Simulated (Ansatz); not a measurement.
System: Ir3Ru2.

The calculation's input:

```
crystal:
  lattice:
    - [2.7393230722, 0.0, 0.0]
    - [-1.3696615361, 2.3723233697, 0.0]
    - [0.0, 0.0, 21.8989873914]
  atoms:
    - { symbol: Ru, position: [0.3333333333, 0.6666666667, 0.151440172] }
    - { symbol: Ru, position: [0.3333333333, 0.6666666667, 0.7529625432] }
    - { symbol: Ru, position: [0.6666666667, 0.3333333333, 0.2470374568] }
    - { symbol: Ru, position: [0.6666666667, 0.3333333333, 0.848559828] }
    - { symbol: Ir, position: [0.3333333333, 0.6666666667, 0.948054221] }
    - { symbol: Ir, position: [0.3333333333, 0.6666666667, 0.3461899901] }
    - { symbol: Ir, position: [0.3333333333, 0.6666666667, 0.551007461] }
    - { symbol: Ir, position: [0.6666666667, 0.3333333333, 0.051945779] }
    - { symbol: Ir, position: [0.6666666667, 0.3333333333, 0.448992539] }
    - { symbol: Ir, position: [0.6666666667, 0.3333333333, 0.6538100099] }
basis:
  ecutwfc: 420
kpoints:
  mp_grid: { grid: [18, 18, 2] }
  band_path:
    path:
      - [[0.0, 0.0, 0.0], [0.5, 0.0, 0.0], [0.33333333, 0.33333333, 0.0], [0.0, 0.0, 0.0], [0.0, 0.0, 0.5], [0.5, 0.0, 0.5], [0.33333333, 0.33333333, 0.5], [0.0, 0.0, 0.5]]
      - [[0.5, 0.0, 0.5], [0.5, 0.0, 0.0]]
      - [[0.33333333, 0.33333333, 0.5], [0.33333333, 0.33333333, 0.0]]
    npoints: 14
hamiltonian:
  xc: pbe
scf:
  occupations: { method: gaussian, width: 0.1 }
  n_extra_bands: 25
output:
  forces: true
  stress: true
  eigenvalues: true
  populations: true
  dos: { projected: true, de: 0.02, nscf_kmesh: { grid: [22, 22, 3] } }
  bader: true
  write_density: true
  write_potential: true
  elf: true
  volumetric_format: npy
```

Launched as:

```sh
ansatz run input.yaml --threads 4 --pin off --max-ram 8192MiB --backend cpu --events-out ev --progress --plain --runs-dir out
```

Below, planes, directions and counts refer to the conventional cell (a = 2.74 Å, b = 2.74 Å, c = 21.90 Å, α = 90.00°, β = 90.00°, γ = 120.00°).

Space group P-3m1; a structure generated by program, which may or may not match a known phase; computed without spin polarisation.

These are results of DFT PBE, scalar-relativistic, plane waves, PAW (Ansatz 0.2.0), not measurements.

Q: What will maps of the valence pseudo-density and electron localisation function show?

A: Ir–Ir (2.74 Å): ρ at the midpoint is about 0.43 e/Å³; the ELF is about 0.35 at the midpoint.
Ru–Ru (2.74 Å): the density is about 0.37 e/Å³ at the midpoint; the ELF is about 0.30 at the midpoint.
Bader's partition of the density gives Ru +0.12 and Ir −0.12 to −0.01 e.

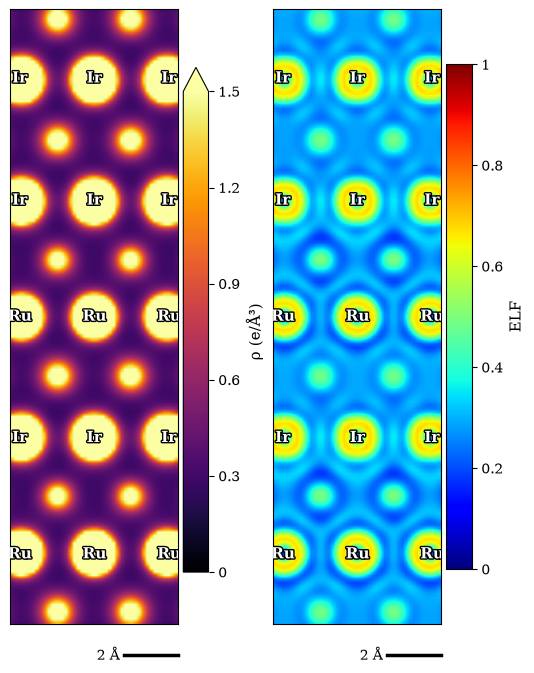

Computed valence pseudo-density and electron localisation function on the (010) plane of the conventional cell, in this order. Atoms just off the plane (Ru, 0.8 Å away and Ir, 0.8 Å away) can leave unmarked features too.

The density is the valence pseudo-density of a PAW calculation; it isn't the true density close to the nuclei.
